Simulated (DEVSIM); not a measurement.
Structure: Pd/SiO2/n-Si capacitor, at 500 K.

```
layer (left to right)  material  thickness (nm)  Nd (cm⁻³)
---------------------  --------  --------------  ---------
1                          SiO2            59.0          -
2                            Si             360     2.5e18
```

Metal gate on the left, work function 5.2 eV. Fixed charge at the semiconductor interface -3.3e11 cm⁻² (in units of +e); no interface traps.

This is a model device: material constants are rounded textbook-type values typed into the input, and sizes, dopings and lifetimes were drawn at random. Values at 300 K; Nc and Nv go as T^1.5, mobilities as T to minus their exponent, the gap by Varshni's rule with the affinity fixed.

```
parameter         SiO2        Si
----------------  ----  --------
gap (eV)             9     1.124
affinity (eV)      0.9      4.05
permittivity       3.9      11.7
Nc (cm⁻³)            -   2.86e19
Nv (cm⁻³)            -    3.1e19
Varshni α (eV/K)     -  0.000473
Varshni β (K)        -       636
```

Model (solved in DEVSIM): 1D Poisson equation in equilibrium, Boltzmann statistics, complete ionisation; no quantum confinement or tunnelling. Metal contacts follow the ideal Schottky-Mott rule: no Fermi-level pinning, no interface dipoles.

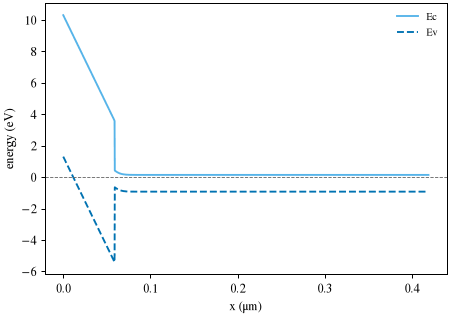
*Band edges at -6.0 V on the gate*

Energies count from the Fermi level of the right contact; mesh points crowd at the junctions.

```tsv
x (μm)	Ec (eV)	Ev (eV)	n (cm⁻³)	p (cm⁻³)	field (V/cm)
0.000	10.300	1.300	< 1e2	< 1e2	-1100000
0.001265	10.156	1.156	< 1e2	< 1e2	-1100000
0.003691	9.879	0.879	< 1e2	< 1e2	-1100000
0.008818	9.294	0.294	< 1e2	< 1e2	-1100000
0.02456	7.499	-1.501	< 1e2	< 1e2	-1100000
0.04197	5.514	-3.486	< 1e2	< 1e2	-1100000
0.05129	4.450	-4.550	< 1e2	< 1e2	-1100000
0.05674	3.828	-5.172	< 1e2	< 1e2	-1100000
0.05846	3.632	-5.367	< 1e2	< 1e2	-1100000
0.05947	0.401	-0.664	5.5e15	1.4e13	-410000
0.06126	0.334	-0.732	2.7e16	2.8e12	-340000
0.06694	0.197	-0.868	6.3e17	1.2e11	-140000
0.07695	0.142	-0.924	2.3e18	3.3e10	-11000
0.09661	0.138	-0.927	2.5e18	3.0e10	-32
0.1608	0.138	-0.927	2.5e18	3.0e10	≈ 0
0.2671	0.138	-0.927	2.5e18	3.0e10	≈ 0
0.3472	0.138	-0.927	2.5e18	3.0e10	≈ 0
0.3854	0.138	-0.927	2.5e18	3.0e10	≈ 0
0.4071	0.138	-0.927	2.5e18	3.0e10	≈ 0
0.4137	0.138	-0.927	2.5e18	3.0e10	≈ 0
0.4171	0.138	-0.927	2.5e18	3.0e10	≈ 0
0.4190	0.138	-0.927	2.5e18	3.0e10	≈ 0
```
